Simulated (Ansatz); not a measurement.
## W$_{16}$Si: geometry relaxation (part 3 of 3)

W$_{16}$Si (defect cell, 17 atoms in the cell); DFT PBE, scalar-relativistic, plane waves, PAW, PAW set soft_1, no spin polarisation (Ansatz 0.2.0); cutoff 420 eV, 2×2×2 k-mesh, Fermi–Dirac smearing of 0.05 eV. It belongs to a series of runs on one base structure; here: start relaxed.

Geometry of the input (Å; fractional positions):
```
6.3200  0.0000  0.0000
0.0000  6.3200  0.0000
0.0000  0.0000  6.3200
W  0.0000  0.0000  0.0000
W  0.5000  0.0000  0.0000
W  0.0000  0.5000  0.0000
W  0.0000  0.0000  0.5000
W  0.2500  0.2500  0.2500
W  0.5000  0.5000  0.0000
W  0.5000  0.0000  0.5000
W  0.7500  0.2500  0.2500
W  0.0000  0.5000  0.5000
W  0.2500  0.7500  0.2500
W  0.2500  0.2500  0.7500
W  0.5000  0.5000  0.5000
W  0.7500  0.7500  0.2500
W  0.7500  0.2500  0.7500
W  0.2500  0.7500  0.7500
W  0.7500  0.7500  0.7500
Si 0.7504  0.0011  0.1182
```

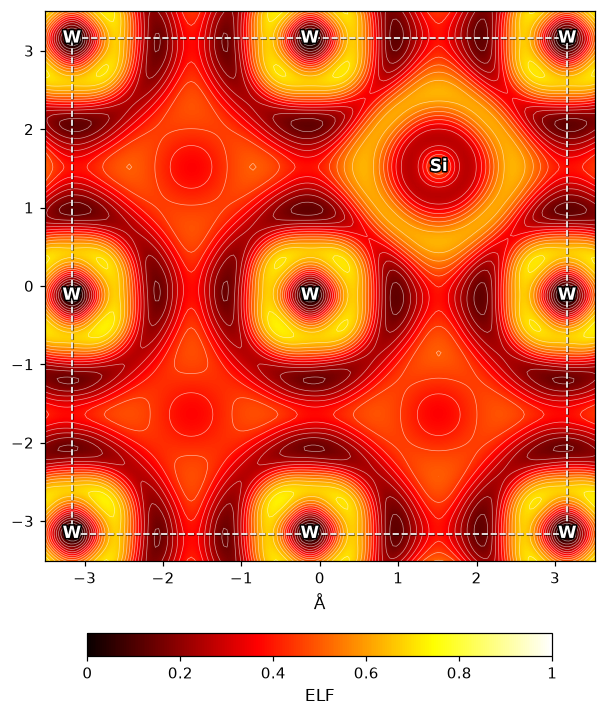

**Figure 1.** Electron localisation function on the (100) plane of the calculation cell. Si–W (2.32 Å): the ELF is about 0.40 at the midpoint. The strong features right at W lie inside the PAW spheres (semicore, d or f shells) and say nothing about bonding.

Summary:

| quantity | value |
| --- | --- |
| outcome | converged |
| electrons treated | 228 |
| free energy | −166801.4832 eV |
| Fermi energy | 23.104 eV |
| final volume | 252.44 Å³ |
| largest force (length of the vector) at the end | 0.070 eV/Å |
| wall time | 70 s (CPU time 2.3 min) |
| peak memory | 0.78 GiB |

The input asks for low accuracy. Spin–orbit coupling is left out, which matters for W. The k-point mesh is coarse for a cell of this size, so the results may not be converged.
